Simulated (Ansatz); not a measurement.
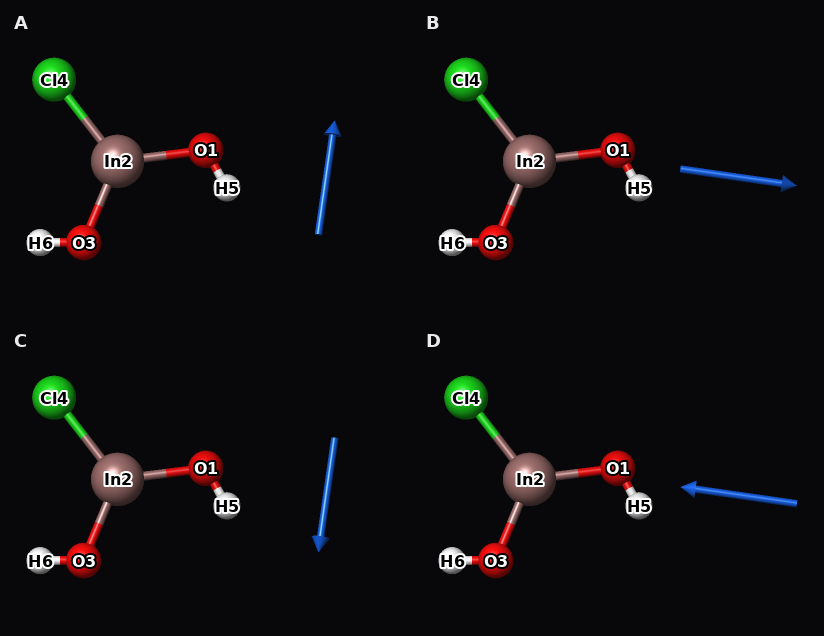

The same molecule four times, each with an arrow. The geometry was computed by an optimisation with PBE0-D4/def2-TZVP. No frequency run is at hand to confirm it as a minimum. Level of theory: RKS r2SCAN-D4/def2-TZVPP, core potentials on In (Ansatz 0.2.0).

Question: Which arrow points along the dipole moment, from the negative to the positive end?

Answer: C. The dipole moment is 1.59 D; it points from the side of Cl4 to the side of O3, H6 (the outermost atoms at the two ends).
